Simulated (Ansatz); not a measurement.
# GeH8OSi2: the cost of one run

All numbers are computed with the Python package of Ansatz 0.2.0. Level of theory: r2SCAN0/cc-pVDZ.

## Step 1: Starting point

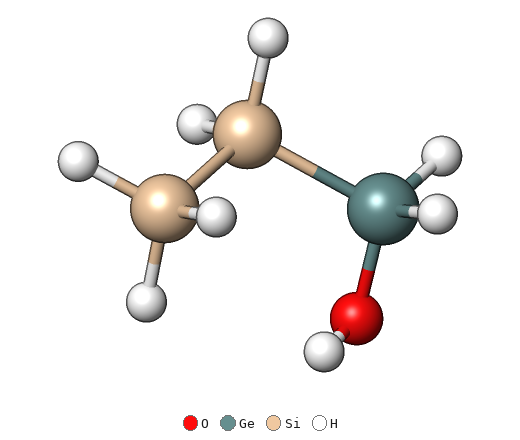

The starting structure, viewed from a chosen angle; oxygen red, germanium teal, silicon light orange, hydrogen white.

The script holds or builds the structure itself.

## Step 2: The code

Contents of tae_geh8osi2.py:

```python
from collections import Counter

import ansatz


def energy(molecule, charge=0, unpaired=0):
    calc = molecule.calculation().basis(gaussian="cc-pVDZ").functional("r2scan0")
    if charge:
        calc = calc.charge(charge)
    if unpaired:
        calc = calc.spin("collinear", total=unpaired)
    return calc.run(threads=1).report["free_energy_ev"]

geometry_ang = [
    ("O", [-2.0837, 1.2063, -0.5026]),
    ("Ge", [-0.7736, 1.4784, 0.621]),
    ("Si", [0.2529, -0.5441, 0.9608]),
    ("Si", [1.0898, -1.3245, -0.9851]),
    ("H", [-1.7055, 0.9238, -1.3674]),
    ("H", [-1.3056, 2.0427, 1.9687]),
    ("H", [0.2697, 2.4891, 0.0213]),
    ("H", [-0.6281, -1.4816, 1.5567]),
    ("H", [1.4283, -0.3387, 1.9273]),
    ("H", [1.9643, -0.3745, -1.546]),
    ("H", [-0.1375, -1.5141, -1.8677]),
    ("H", [1.7061, -2.6181, -0.7528]),
]
system = ansatz.Crystal.molecule()
for symbol, xyz in geometry_ang:
    system = system.atom(symbol, xyz)

unpaired = {"O": 2, "Ge": 2, "Si": 2, "H": 1}
counts = Counter(site.symbol for site in system.cartesian_sites)
atom_energy = {s: energy(ansatz.Crystal.molecule().atom(s, (0, 0, 0)), 0, unpaired[s]) for s in counts}
whole = energy(system, 0, 0)
for s, e in atom_energy.items():
    print(f"{s:2s} x{counts[s]}  {e:14.5f} eV")
print(f"GeH8OSi2: {whole:.5f} eV")
split = sum(counts[s] * e for s, e in atom_energy.items()) - whole
print(f"atomisation energy (no zero-point term): {96.485332 * split:.1f} kJ/mol, {split / sum(counts.values()):.3f} eV an atom")
```

## Step 3: The run

Command:

```console
> python tae_geh8osi2.py
```

Q: Estimate wall time and peak memory on 1 thread of Arm Neoverse V1, shared host.

About 14 s, with a peak of 0.37 GiB.
